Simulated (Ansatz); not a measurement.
H3S3: several calculations on one system

## 1. Relaxation

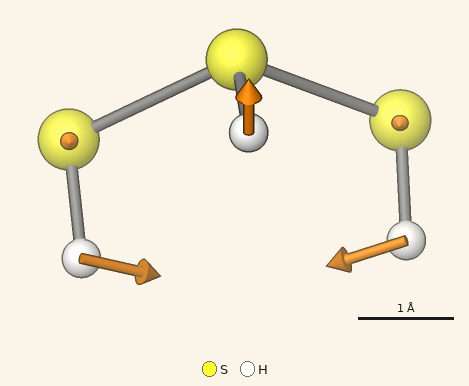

This is a relaxation of H3S3 (charge +1). The starting structure is drawn; orange arrows show the displacements, magnified 5 times. The two geometries are superimposed by the best rigid fit.

Style: ball-and-stick. Shown from a free direction.

The run prepares an end point of a later path (hydrogen shift) calculation, from a guessed geometry.

Computed with Ansatz 0.2.0, RKS r2SCAN-D4/def2-SVPD. (no spin polarisation; force threshold 0.02 eV/Å; at most 50 steps)

**Which element moves most?**

Hydrogen: up to 0.20 Å, against 0.04 Å for sulfur.

**What happened in the run?**

After 3 accepted moves (4 points after the start) the energy has fallen by 4.51 kJ/mol. The largest force component goes from 0.58 to 0.016 eV/Å. The line search rejected the trial step at point 1 of the run. An H atom moves most after the best rigid fit: 0.20 Å. Largest moves by element: H 0.20 Å, S 0.04 Å. Some distances before and after: H–S 1.344 → 1.359 Å, S–S 2.099 → 2.087 Å. Bond angles that change, for instance: S–S–H 99.4° → 96.4°, S–S–H 98.4° → 100.6°, S–S–H 98.5° → 100.7°.

## 2. Relaxation

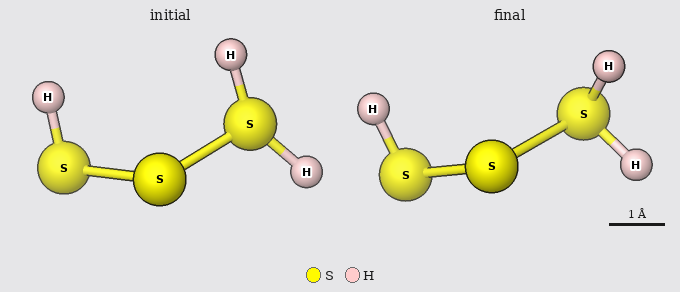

The structure of H₃S₃ (charge +1) before (left) and after (right) a relaxation, at one scale.

The picture is a ball-and-stick view, seen at a tilt.

The run prepares an end point of a later path (hydrogen shift) calculation, from a guessed geometry.

All numbers below come from Ansatz 0.2.0, RKS r2SCAN-D4/def2-SVPD. (no spin polarisation; force threshold 0.02 eV/Å; at most 50 steps)

### Describe what moved and what it gained.

Over 8 geometry steps the energy falls by 186.5 kJ/mol. Largest force component: 2.5 eV/Å at the start, 0.019 eV/Å at the end. The largest move after the best rigid fit is that of an H atom, 0.77 Å. Largest moves by element: H 0.77 Å, S 0.46 Å. Among the contacts that change: S–S 2.099 → 2.306 Å, S–S 2.099 → 1.995 Å, H–S 1.344 → 1.364 Å, H–S 1.380 → 1.363 Å. Among the angles between lasting bonds that change: H–S–H 146.9° → 93.6°, S–S–H 111.1° → 97.3°, S–S–S 113.3° → 105.5°. Cost: 25 s on 2 threads of Intel(R) Xeon(R) Platinum 8259CL CPU @ 2.50GHz (Skylake/Cascade Lake), with other jobs on the host, peak memory 0.18 GiB.

## 3. Path

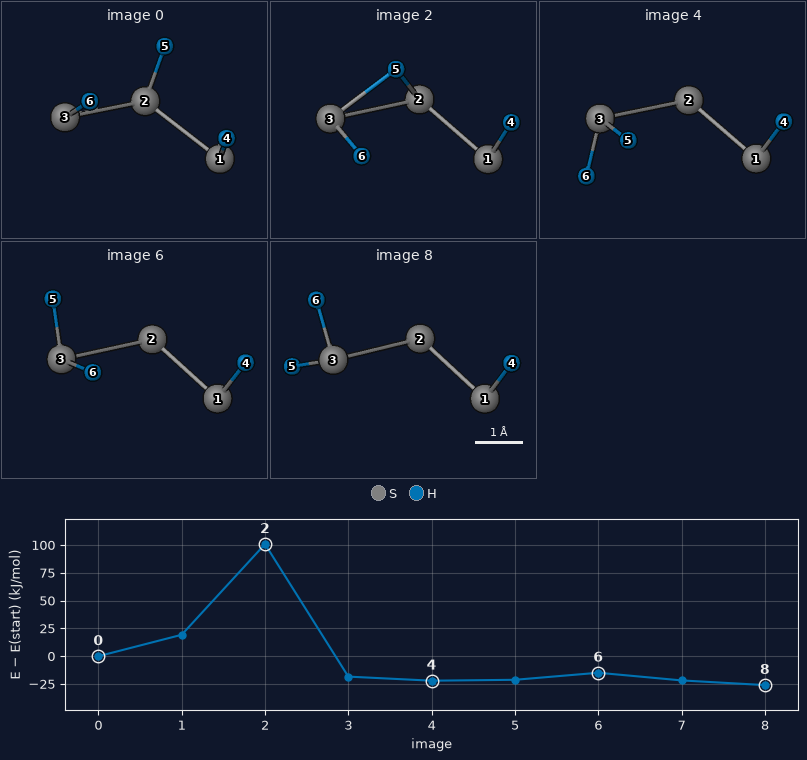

A search for the minimum-energy path of H$_{3}$S$_{3}$ (charge +1) by the nudged elastic band. Images are numbered from 0 (start) to 8 (end). A ball-and-stick model, seen from a free direction.

All numbers below come from Ansatz, RKS r2SCAN-D4/def2-SVPD. Run with 7 movable images; climbing image; force threshold 0.05 eV/Å; iteration limit 60; starting path through a guess of the saddle point.

Question: Describe the mechanism and the energy profile.

Answer: The path has more than one stage, and so few images may leave a stage unresolved. Breaking: S2–H5 (1.36 → 1.49 at the top → 2.82 Å). Forming: S3–H5 (2.70 → 1.77 at the top → 1.36 Å). The highest point, image 2, lies 100.9 kJ/mol above the start and 126.8 kJ/mol above the end; the end is at −26.0 kJ/mol relative to the start. The band converged in 21 iterations. The largest component of the band force went from 3.6 to 0.042 eV/Å. The climbing image converged on the top of the path. Its vibrational analysis gives one imaginary mode (985i cm⁻¹), as a transition state must have.

Cost: 6.5 min on 2 threads of Intel(R) Xeon(R) Platinum 8259CL CPU @ 2.50GHz (Skylake/Cascade Lake), with other jobs on the host, peak memory 0.19 GiB.
